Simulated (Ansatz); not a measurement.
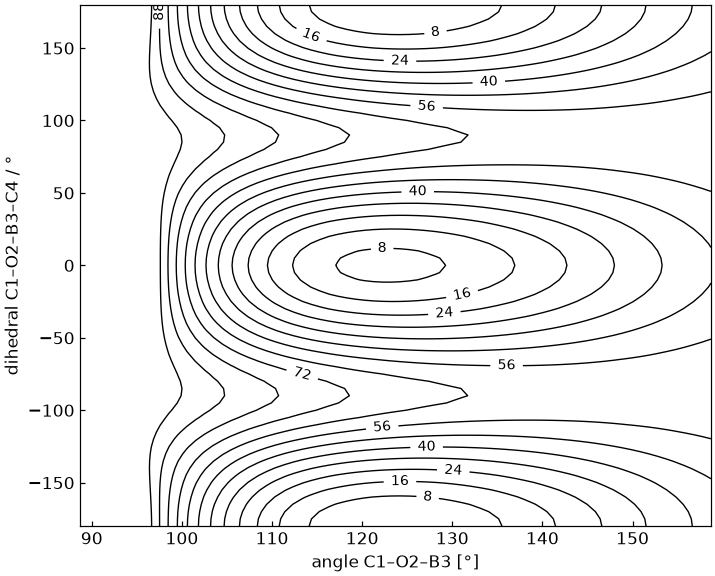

Energy landscape of C2H7BOSi, SMILES COB1C[SiH2]1. 
- First axis: angle C1–O2–B3. Second axis: dihedral C1–O2–B3–C4.
- Nothing is relaxed (all other coordinates rigid).
- Grid: 7 × 8 points.
- Energies are in kJ/mol, from the relaxed molecule at the same level.
- The calculation used Ansatz 0.2.0, RKS CAM-B3LYP-D4/def2-SVP.

Drawn: contour lines labelled in kJ/mol (none above 96). Between grid points the surface is interpolated. 

Q: Summarise what can be read from the map.

A: The lowest grid point is at angle C1–O2–B3 = 123.7°, dihedral C1–O2–B3–C4 = −180°, 0 kJ/mol from the relaxed molecule at the same level. A higher local minimum lies near angle C1–O2–B3 = 123.7°, dihedral C1–O2–B3–C4 = 0° (5 kJ/mol above the lowest at that grid point). The highest grid point, angle C1–O2–B3 = 88.7°, dihedral C1–O2–B3–C4 = 0°, lies 230 kJ/mol above the lowest. On the interpolated surface the easiest way out of the lowest well to the well at angle C1–O2–B3 = 123.7°, dihedral C1–O2–B3–C4 = 0° passes a barrier of about 61 kJ/mol. Round the minimum the two coordinates are nearly uncoupled.

Time for the 56 points that were run: 10 min on 1 thread of Intel(R) Xeon(R) Platinum 8259CL CPU @ 2.50GHz (Skylake/Cascade Lake), on a shared host.
